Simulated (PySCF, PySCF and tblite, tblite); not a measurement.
# C6H8F2O: a path driven as rotation about a bond, and NMR exchange, part 2 of 2

PySCF and tblite. Atoms count from 0. Earlier steps stand in the parts before.

## (9) The path in numbers

Job settings and geometry (Å):

```
{"job": {"smiles": "C=C/C=C(\\OC)C(F)F", "charge": 0, "mult": 1, "motion": "rotation", "what": "diene or enone", "atoms": [1, 2], "drives": [{"terms": [["t", [0, 1, 2, 3], 0.25], ["t", [0, 1, 2, 12], 0.25], ["t", [11, 1, 2, 3], 0.25], ["t", [11, 1, 2, 12], 0.25]], "by": 180, "n": 12}], "study": "path", "level": {"kind": "nmr", "xc": "PBE0", "basis": "pcSseg-1", "solvent": "methanol"}, "fields": [250, 400, 500], "first": 0, "seed": 807, "kind": "path"}, "charge": 0, "multiplicity": 1}
C      3.271971    -0.451519    -0.167585
C      2.052744     0.079273    -0.161899
C      0.849837    -0.708930    -0.069176
C     -0.388342    -0.188761    -0.075757
O     -0.577782     1.155898    -0.207457
C     -1.819411     1.724676     0.150080
C     -1.605952    -1.079002     0.017402
F     -1.304361    -2.362508    -0.273146
F     -2.120048    -1.097629     1.282950
H      3.422908    -1.516868    -0.109267
H      4.156642     0.157423    -0.230987
H      1.912137     1.148610    -0.224307
H      0.958573    -1.780200    -0.001160
H     -1.642474     2.798713     0.185053
H     -2.591991     1.519603    -0.598204
H     -2.160099     1.383914     1.130546
H     -2.421350    -0.770663    -0.656996
```

Output:

```text
stationary points (kcal/mol above the start)
  n  kind          group   xTB      DFT    lowest mode
  0  minimum      C1       0.00     0.00      40.9
  1  saddle       C1       6.26     7.16    -127.7
  2  minimum      C1       1.99     2.37      35.0

GFN2-xTB energies: T/K, barrier G, reaction G (kcal/mol), k forward, k back (1/s)
 150.00     5.78     2.11   1.19e+04    1.4e+07
 200.00     5.84     2.13   1.74e+06   3.66e+08
 250.00     5.91     2.15   3.52e+07   2.64e+09
 298.15     6.00     2.17   2.47e+08   9.61e+09
 350.00     6.11     2.20   1.11e+09   2.62e+10
 400.00     6.23     2.23   3.29e+09   5.41e+10
 500.00     6.49     2.29   1.52e+10   1.52e+11

PBE0/pcSseg-1 + D3(BJ), IEF-PCM methanol energies: T/K, barrier G, reaction G (kcal/mol), k forward, k back (1/s)
 150.00     6.69     2.49        566   2.43e+06
 200.00     6.75     2.51   1.77e+05   9.82e+07
 250.00     6.82     2.53   5.65e+06   9.23e+08
 298.15     6.91     2.55   5.33e+07   3.98e+09
 350.00     7.02     2.58   3.01e+08   1.23e+10
 400.00     7.14     2.61   1.05e+09    2.8e+10
 500.00     7.40     2.67   6.08e+09   8.95e+10
```

It took 1.7 min on 1 thread of Arm Neoverse V1, shared host; peak memory 1 GiB. This counts the whole study up to here.

Barriers by level (kcal/mol; entropies in cal/(mol K)). Zero-point and thermal terms come from xTB in every row. ΔG‡ leaves symmetry out; the rate counts one path; effective ΔG‡, where given, is the barrier that would give that rate by Eyring's equation alone:

```
                                   level   ΔE‡  with zero-point   ΔH‡   ΔS‡  ΔG‡ (298 K)  ΔE of reaction  k at 298 K (1/s)  effective ΔG‡
                                GFN2-xTB  6.26             5.72  5.39  -2.1         6.00            1.99           2.5e+08           6.00
PBE0/pcSseg-1 + D3(BJ), IEF-PCM methanol  7.16             6.62  6.29  -2.1         6.91            2.37           5.3e+07           6.91
```

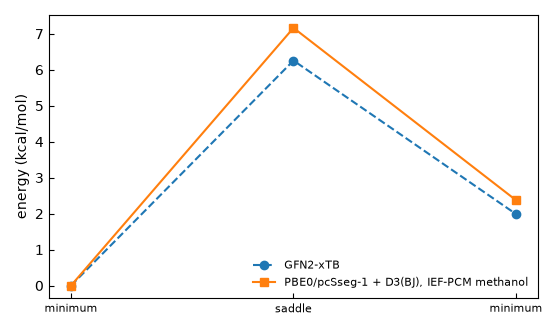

The xTB stationary points, at both levels.

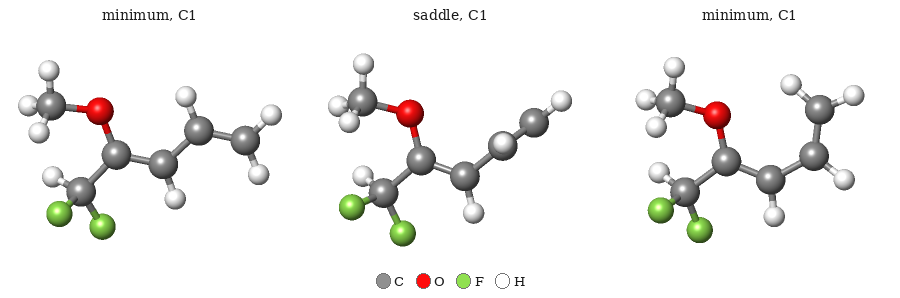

The stationary points in order.

Sites that the driver pairs across this motion, and where their lines would merge (no couplings; faster rotations or exchange between molecules can average them sooner):

```
 nucleus        sites: shielding (ppm)  proton frequency (MHz)  spread (Hz)  coalescence (K)  lines at 298 K
$^{19}$F    F7: 327.8; F7 (end): 324.4                     500         1608        not given               –
$^{17}$O    O4: 243.4; O4 (end): 232.7                     500          730        not given               –
$^{13}$C      C2: 71.0; C2 (end): 76.6                     500          707        not given               –
$^{13}$C      C0: 62.3; C0 (end): 58.2                     500          525        not given               –
$^{13}$C      C3: 29.7; C3 (end): 26.2                     500          436        not given               –
$^{19}$F    F8: 301.3; F8 (end): 300.4                     500          427        not given               –
 $^{1}$H    H9: 25.98; H9 (end): 25.19                     500          397        not given               –
 $^{1}$H  H11: 24.56; H11 (end): 25.14                     500          293        not given               –
```

A dash: the driver gave no coalescence for this row (it judged the minor form too scarce).

Rows that set an atom against itself at the end compare its shielding in the two forms.

Lines of quadrupolar nuclei are broad, so their coalescence could hardly be seen.

## (10) Shieldings, start: LC-wPBE/pcSseg-1 in methanol

Job settings and geometry (Å):

```
{"job": {"kind": "nmr", "xc": "LC-wPBE", "basis": "pcSseg-1", "solvent": "methanol", "pop": false}, "charge": 0, "multiplicity": 1}
C      3.271971    -0.451519    -0.167585
C      2.052744     0.079273    -0.161899
C      0.849837    -0.708930    -0.069176
C     -0.388342    -0.188761    -0.075757
O     -0.577782     1.155898    -0.207457
C     -1.819411     1.724676     0.150080
C     -1.605952    -1.079002     0.017402
F     -1.304361    -2.362508    -0.273146
F     -2.120048    -1.097629     1.282950
H      3.422908    -1.516868    -0.109267
H      4.156642     0.157423    -0.230987
H      1.912137     1.148610    -0.224307
H      0.958573    -1.780200    -0.001160
H     -1.642474     2.798713     0.185053
H     -2.591991     1.519603    -0.598204
H     -2.160099     1.383914     1.130546
H     -2.421350    -0.770663    -0.656996
```

Output:

```text
coarse grid: 14736 points
cycle   1  E = -507.6828768842  dE =  1.703e+00  |g| = 9.460e-01  |ddm| = 3.633e+00
cycle   2  E = -507.6940749820  dE = -1.120e-02  |g| = 1.024e+00  |ddm| = 1.135e+00
cycle   3  E = -507.8535447342  dE = -1.595e-01  |g| = 6.484e-02  |ddm| = 5.874e-01
cycle   4  E = -507.8545385207  dE = -9.938e-04  |g| = 2.675e-02  |ddm| = 8.441e-02
cycle   5  E = -507.8547466139  dE = -2.081e-04  |g| = 8.548e-03  |ddm| = 3.604e-02
cycle   6  E = -507.8547686556  dE = -2.204e-05  |g| = 3.143e-03  |ddm| = 1.101e-02
cycle   7  E = -507.8547726405  dE = -3.985e-06  |g| = 1.389e-03  |ddm| = 4.598e-03
final grid: 144640 points
cycle   8  E = -507.9543952332  dE = -7.636e-05  |g| = 1.297e-02  |ddm| = 3.598e-02
cycle   9  E = -507.9543944690  dE =  7.643e-07  |g| = 1.368e-02  |ddm| = 1.578e-02
cycle  10  E = -507.9544186070  dE = -2.414e-05  |g| = 5.803e-04  |ddm| = 6.637e-03
cycle  11  E = -507.9544187047  dE = -9.773e-08  |g| = 3.146e-04  |ddm| = 8.233e-04
cycle  12  E = -507.9544187689  dE = -6.421e-08  |g| = 8.881e-05  |ddm| = 3.936e-04
cycle  13  E = -507.9544187727  dE = -3.752e-09  |g| = 4.126e-05  |ddm| = 1.332e-04
cycle  14  E = -507.9544187742  dE = -1.487e-09  |g| = 1.739e-05  |ddm| = 1.136e-04
cycle  15  E = -507.9544187743  dE = -1.751e-10  |g| = 5.325e-06  |ddm| = 3.822e-05
converged SCF energy = -507.9544187743

GIAO shielding tensors (ppm)
atom      isotropic    diamagn.    paramagn.     s11        s22        s33       span
  0 C       60.759     253.131    -192.371    -55.841     70.480    167.639    223.480
  1 C       49.792     253.777    -203.985    -79.964     50.366    178.972    258.936
  2 C       72.293     257.592    -185.299    -27.645     86.256    158.268    185.913
  3 C       29.954     258.357    -228.403    -66.228     54.736    101.353    167.582
  4 O      264.627     401.115    -136.488    167.774    297.967    328.140    160.366
  5 C      134.161     244.523    -110.362    106.830    109.009    186.644     79.815
  6 C       73.156     238.729    -165.573     56.207     67.057     96.203     39.997
  7 F      334.786     474.213    -139.427    227.858    355.202    421.298    193.440
  8 F      312.285     473.749    -161.463    205.139    349.546    382.171    177.033
  9 H       25.907      30.414      -4.507     22.659     24.925     30.137      7.478
 10 H       25.972      28.352      -2.380     23.258     24.851     29.808      6.550
 11 H       24.578      32.332      -7.754     21.754     21.849     30.132      8.378
 12 H       25.532      34.361      -8.829     22.303     23.369     30.925      8.622
 13 H       27.487      28.167      -0.680     23.108     25.743     33.609     10.501
 14 H       27.575      28.614      -1.039     23.914     25.442     33.370      9.455
 15 H       27.805      29.217      -1.412     23.613     27.057     32.744      9.130
 16 H       24.776      28.033      -3.257     21.571     25.120     27.636      6.064
```

It took 36 s on 1 thread of Arm Neoverse V1, shared host; peak memory 1 GiB.

In short: HOMO -8.83 eV, LUMO 1.17 eV; dipole 2.69 D.

## (11) Single-point energy, saddle of leg 1: LC-wPBE/pcSseg-1 in methanol

Job settings and geometry (Å):

```
{"job": {"kind": "sp", "xc": "LC-wPBE", "basis": "pcSseg-1", "solvent": "methanol", "pop": false}, "charge": 0, "multiplicity": 1}
C      2.932314    -0.054370    -0.581737
C      2.091833    -0.124970     0.433058
C      0.825581    -0.873901     0.402919
C     -0.338632    -0.328663     0.055101
O     -0.402419     0.973817    -0.357660
C     -1.591868     1.698744    -0.116377
C     -1.616924    -1.138765     0.030770
F     -1.360416    -2.464942     0.049907
F     -2.389800    -0.896276     1.128748
H      2.727860    -0.544621    -1.518764
H      3.853793     0.498345    -0.518609
H      2.310602     0.376385     1.368315
H      0.861067    -1.920906     0.665657
H     -1.347409     2.734538    -0.345302
H     -2.411431     1.375797    -0.765941
H     -1.907856     1.622415     0.927116
H     -2.236297    -0.932629    -0.857201
```

Output:

```text
coarse grid: 14736 points
cycle   1  E = -507.6777626707  dE =  1.674e+00  |g| = 9.434e-01  |ddm| = 3.580e+00
cycle   2  E = -507.6907298764  dE = -1.297e-02  |g| = 1.013e+00  |ddm| = 1.110e+00
cycle   3  E = -507.8448958110  dE = -1.542e-01  |g| = 6.420e-02  |ddm| = 5.635e-01
cycle   4  E = -507.8457613670  dE = -8.656e-04  |g| = 2.538e-02  |ddm| = 7.657e-02
cycle   5  E = -507.8459158249  dE = -1.545e-04  |g| = 7.446e-03  |ddm| = 3.255e-02
cycle   6  E = -507.8459279883  dE = -1.216e-05  |g| = 2.631e-03  |ddm| = 8.837e-03
cycle   7  E = -507.8459295842  dE = -1.596e-06  |g| = 8.588e-04  |ddm| = 3.030e-03
final grid: 144640 points
cycle   8  E = -507.9462331901  dE = -7.548e-05  |g| = 1.284e-02  |ddm| = 3.372e-02
cycle   9  E = -507.9462333191  dE = -1.290e-07  |g| = 1.354e-02  |ddm| = 1.479e-02
cycle  10  E = -507.9462575199  dE = -2.420e-05  |g| = 5.649e-04  |ddm| = 6.282e-03
cycle  11  E = -507.9462576305  dE = -1.105e-07  |g| = 2.860e-04  |ddm| = 7.361e-04
cycle  12  E = -507.9462576355  dE = -5.079e-09  |g| = 7.401e-05  |ddm| = 3.274e-04
cycle  13  E = -507.9462576368  dE = -1.276e-09  |g| = 2.367e-05  |ddm| = 7.363e-05
cycle  14  E = -507.9462576370  dE = -2.284e-10  |g| = 8.006e-06  |ddm| = 4.592e-05
converged SCF energy = -507.9462576370
```

It took 17 s on 1 thread of Arm Neoverse V1, shared host; peak memory 0.82 GiB.

Key values: HOMO -9.59 eV, LUMO 2.19 eV; dipole 2.18 D.

## (12) Shieldings, end: LC-wPBE/pcSseg-1 in methanol

Job settings and geometry (Å):

```
{"job": {"kind": "nmr", "xc": "LC-wPBE", "basis": "pcSseg-1", "solvent": "methanol", "pop": false}, "charge": 0, "multiplicity": 1}
C      2.604072     0.518459    -0.350951
C      2.199656    -0.534869     0.353313
C      0.844368    -1.024227     0.472493
C     -0.287147    -0.420734     0.071666
O     -0.286291     0.786416    -0.560659
C     -1.452544     1.584799    -0.532689
C     -1.624116    -1.097348     0.286629
F     -1.487947    -2.427368     0.476347
F     -2.251534    -0.628564     1.406202
H      1.920009     1.113215    -0.927272
H      3.641266     0.807654    -0.371229
H      2.928911    -1.116882     0.902628
H      0.733949    -1.989321     0.944039
H     -1.130332     2.575934    -0.849087
H     -2.211781     1.221599    -1.232806
H     -1.880426     1.649205     0.470085
H     -2.318713    -0.954800    -0.556833
```

Output:

```text
coarse grid: 14736 points
cycle   1  E = -507.6803198205  dE =  1.701e+00  |g| = 9.423e-01  |ddm| = 3.619e+00
cycle   2  E = -507.6919799828  dE = -1.166e-02  |g| = 1.019e+00  |ddm| = 1.111e+00
cycle   3  E = -507.8497489759  dE = -1.578e-01  |g| = 6.636e-02  |ddm| = 5.636e-01
cycle   4  E = -507.8507361874  dE = -9.872e-04  |g| = 2.786e-02  |ddm| = 8.334e-02
cycle   5  E = -507.8509555187  dE = -2.193e-04  |g| = 9.408e-03  |ddm| = 3.560e-02
cycle   6  E = -507.8509804191  dE = -2.490e-05  |g| = 3.325e-03  |ddm| = 1.109e-02
cycle   7  E = -507.8509854971  dE = -5.078e-06  |g| = 1.496e-03  |ddm| = 5.102e-03
final grid: 144640 points
cycle   8  E = -507.9507899272  dE = -7.680e-05  |g| = 1.299e-02  |ddm| = 3.616e-02
cycle   9  E = -507.9507881806  dE =  1.747e-06  |g| = 1.370e-02  |ddm| = 1.569e-02
cycle  10  E = -507.9508137192  dE = -2.554e-05  |g| = 6.013e-04  |ddm| = 6.524e-03
cycle  11  E = -507.9508138457  dE = -1.265e-07  |g| = 3.308e-04  |ddm| = 8.437e-04
cycle  12  E = -507.9508138810  dE = -3.532e-08  |g| = 9.988e-05  |ddm| = 4.101e-04
cycle  13  E = -507.9508138861  dE = -5.093e-09  |g| = 4.672e-05  |ddm| = 1.483e-04
cycle  14  E = -507.9508138882  dE = -2.127e-09  |g| = 1.941e-05  |ddm| = 1.368e-04
cycle  15  E = -507.9508138884  dE = -2.216e-10  |g| = 5.823e-06  |ddm| = 4.306e-05
converged SCF energy = -507.9508138884

GIAO shielding tensors (ppm)
atom      isotropic    diamagn.    paramagn.     s11        s22        s33       span
  0 C       56.460     256.161    -199.701    -66.161     61.688    173.854    240.015
  1 C       50.624     253.284    -202.660    -76.845     58.864    169.853    246.698
  2 C       77.609     256.906    -179.297    -28.856     90.304    171.378    200.234
  3 C       26.874     257.082    -230.208    -68.054     50.963     97.714    165.768
  4 O      255.078     401.789    -146.711    144.323    288.443    332.469    188.146
  5 C      134.067     245.183    -111.116    106.350    109.391    186.460     80.110
  6 C       73.072     240.472    -167.400     56.556     67.389     95.271     38.714
  7 F      331.524     473.663    -142.139    227.332    353.682    413.558    186.226
  8 F      311.268     474.215    -162.947    205.817    348.563    379.423    173.606
  9 H       25.064      33.599      -8.536     21.786     23.411     29.993      8.207
 10 H       25.669      28.208      -2.539     23.280     25.060     28.666      5.386
 11 H       25.150      29.325      -4.176     22.545     25.225     27.679      5.135
 12 H       25.665      32.741      -7.076     21.965     24.585     30.445      8.480
 13 H       27.453      28.732      -1.279     23.089     25.809     33.461     10.372
 14 H       27.510      29.057      -1.547     23.850     25.471     33.210      9.359
 15 H       27.852      29.706      -1.854     23.718     27.030     32.808      9.089
 16 H       24.763      28.311      -3.548     21.597     25.160     27.534      5.937
```

It took 36 s on 1 thread of Arm Neoverse V1, shared host; peak memory 1 GiB.

This run: HOMO -8.94 eV, LUMO 1.11 eV; dipole 2.71 D.

## (13) Second level: LC-wPBE/pcSseg-1 + D3(BJ), IEF-PCM methanol

Job settings and geometry (Å):

```
{"job": {"smiles": "C=C/C=C(\\OC)C(F)F", "charge": 0, "mult": 1, "motion": "rotation", "what": "diene or enone", "atoms": [1, 2], "drives": [{"terms": [["t", [0, 1, 2, 3], 0.25], ["t", [0, 1, 2, 12], 0.25], ["t", [11, 1, 2, 3], 0.25], ["t", [11, 1, 2, 12], 0.25]], "by": 180, "n": 12}], "study": "path", "level": {"kind": "nmr", "xc": "LC-wPBE", "basis": "pcSseg-1", "solvent": "methanol", "wide": true}, "fields": [250, 400, 500], "first": 0, "seed": 807, "kind": "pathvar"}, "charge": 0, "multiplicity": 1}
C      3.271971    -0.451519    -0.167585
C      2.052744     0.079273    -0.161899
C      0.849837    -0.708930    -0.069176
C     -0.388342    -0.188761    -0.075757
O     -0.577782     1.155898    -0.207457
C     -1.819411     1.724676     0.150080
C     -1.605952    -1.079002     0.017402
F     -1.304361    -2.362508    -0.273146
F     -2.120048    -1.097629     1.282950
H      3.422908    -1.516868    -0.109267
H      4.156642     0.157423    -0.230987
H      1.912137     1.148610    -0.224307
H      0.958573    -1.780200    -0.001160
H     -1.642474     2.798713     0.185053
H     -2.591991     1.519603    -0.598204
H     -2.160099     1.383914     1.130546
H     -2.421350    -0.770663    -0.656996
```

Output:

```text
stationary points (kcal/mol above the start)
  n  kind          group   xTB      DFT    lowest mode
  0  minimum      C1       0.00     0.00      40.9
  1  saddle       C1       6.26     5.00    -127.7
  2  minimum      C1       1.99     1.96      35.0

GFN2-xTB energies: T/K, barrier G, reaction G (kcal/mol), k forward, k back (1/s)
 150.00     5.78     2.11   1.19e+04    1.4e+07
 200.00     5.84     2.13   1.74e+06   3.66e+08
 250.00     5.91     2.15   3.52e+07   2.64e+09
 298.15     6.00     2.17   2.47e+08   9.61e+09
 350.00     6.11     2.20   1.11e+09   2.62e+10
 400.00     6.23     2.23   3.29e+09   5.41e+10
 500.00     6.49     2.29   1.52e+10   1.52e+11

PBE0/pcSseg-1 + D3(BJ), IEF-PCM methanol energies: T/K, barrier G, reaction G (kcal/mol), k forward, k back (1/s)
 150.00     6.69     2.49        566   2.43e+06
 200.00     6.75     2.51   1.77e+05   9.82e+07
 250.00     6.82     2.53   5.65e+06   9.23e+08
 298.15     6.91     2.55   5.33e+07   3.98e+09
 350.00     7.02     2.58   3.01e+08   1.23e+10
 400.00     7.14     2.61   1.05e+09    2.8e+10
 500.00     7.40     2.67   6.08e+09   8.95e+10

LC-wPBE/pcSseg-1 + D3(BJ), IEF-PCM methanol energies: T/K, barrier G, reaction G (kcal/mol), k forward, k back (1/s)
 150.00     4.53     2.08   7.93e+05   8.44e+08
 200.00     4.59     2.09   4.06e+07    7.9e+09
 250.00     4.66     2.12   4.37e+08   3.09e+10
 298.15     4.75     2.14   2.04e+09   7.55e+10
 350.00     4.86     2.17   6.73e+09   1.51e+11
 400.00     4.98     2.19   1.59e+10   2.52e+11
 500.00     5.24     2.26   5.34e+10   5.18e+11
```

Run time: 3.2 min. Hardware: 1 thread of Arm Neoverse V1, shared host; peak memory 1 GiB. This counts the runs that the step sums up.

Barriers by level (kcal/mol; entropies in cal/(mol K)). Zero-point and thermal terms come from xTB in every row. ΔG‡ leaves symmetry out; the rate counts one path; effective ΔG‡, where given, is the barrier that would give that rate by Eyring's equation alone:

```
                                      level   ΔE‡  with zero-point   ΔH‡   ΔS‡  ΔG‡ (298 K)  ΔE of reaction  k at 298 K (1/s)  effective ΔG‡
                                   GFN2-xTB  6.26             5.72  5.39  -2.1         6.00            1.99           2.5e+08           6.00
   PBE0/pcSseg-1 + D3(BJ), IEF-PCM methanol  7.16             6.62  6.29  -2.1         6.91            2.37           5.3e+07           6.91
LC-wPBE/pcSseg-1 + D3(BJ), IEF-PCM methanol  5.00             4.46  4.13  -2.1         4.75            1.96             2e+09           4.75
```

## (14) What came out

This closing draws on all 2 parts.

| quantity | value |
| --- | --- |
| barrier (PBE0/pcSseg-1 + D3(BJ), IEF-PCM methanol) | ΔE‡ 7.2, ΔG‡(298 K) 6.9 kcal/mol |
| barrier (GFN2-xTB) | ΔE‡ 6.3 kcal/mol |
| rate at 298 K | 5.3e+07 s⁻¹ |
| end of the path | 2.4 kcal/mol from the start |

The barrier is 7.2 kcal/mol at the DFT level (xTB: 6.3); with thermal terms and the count of paths the DFT value gives a rate of 5.3e+07 s⁻¹ at 298 K. An error of 1.4 kcal/mol changes that rate tenfold. LC-wPBE/pcSseg-1 + D3(BJ), IEF-PCM methanol moves the barrier from 7.2 to 5.0 kcal/mol.
